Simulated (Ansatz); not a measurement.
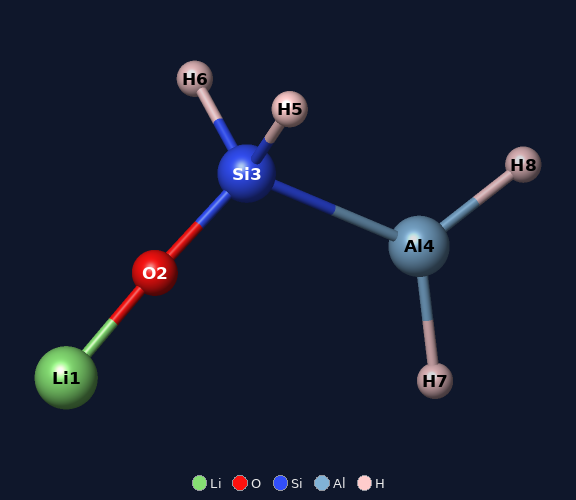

Numbered structure. The computed structure is the end point of a PBE0-D4/def2-TZVP optimisation. No frequency run is at hand to confirm it as a minimum.

Give the bond lengths.

| bond | length (Å) |
| --- | --- |
| Li1–O2 | 1.620 |
| O2–Si3 | 1.604 |
| Si3–Al4 | 2.470 |
| Si3–H5 | 1.508 |
| Si3–H6 | 1.508 |
| Al4–H7 | 1.604 |
| Al4–H8 | 1.601 |
